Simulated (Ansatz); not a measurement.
# HfO₂ (singlet): relaxing a cheap start

Aim: relax a generated start of HfO₂ (singlet) and see which bonds hold.

The runs use Ansatz 0.2.0, Gaussian basis; RKS PBE0/def2-SVP.

## 1. Where the work starts

3 atoms, charge 0, spin multiplicity 1.

Atoms are counted from 1 here; the program's logs count them from 0.

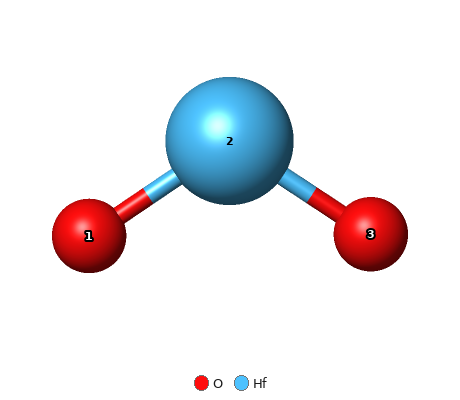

The starting geometry (oxygen red, hafnium blue); atoms are numbered from 1 in the order of the file.

Coordinates:

```
atom    x (Å)    y (Å)    z (Å)
  O1   0.6945   1.2855   0.4176
 Hf2   0.3342  -0.4600   0.3371
  O3  -1.0287  -0.8256  -0.7546
```

The start is a generated structure. Sticks and bond lists go by distance. No spin-orbit coupling is included. Elements past krypton take def2 core potentials.

## 2. Relaxation

File in.yaml:

```yaml
crystal:
  periodic: [false, false, false]
  atoms:
    - {symbol: O, position_ang: [0.694500, 1.285540, 0.417580]}
    - {symbol: Hf, position_ang: [0.334160, -0.459960, 0.337050]}
    - {symbol: O, position_ang: [-1.028660, -0.825580, -0.754630]}
basis:
  gaussian: {orbitals: def2-SVP}
hamiltonian: {xc: pbe0}
relax: {f_tol: 0.01, max_steps: 150}
```

Started as:

```
> ansatz run in.yaml --threads 1 --pin off --events-out ev --progress --plain --max-ram 24576MiB --backend cuda --devices 0, --max-vram 18GiB
```

Before running it: what results should come out? Wanted: energy gained; shift from the start; total energy; dipole moment.

As calculated:

| quantity | value |
| --- | --- |
| steps | 5 |
| energy gained | 0.033 eV |
| shift from the start (rms) | 0.053 Å |
| total energy | -5392.7552 eV |
| dipole moment | 7.94 D |

What this shows: The bonds of the start are those of the end. O1–Hf2 went from 1.784 to 1.779 Å. No vibrations were run, so this is a stationary point, not a proven minimum, and this spin need not be the ground state's.
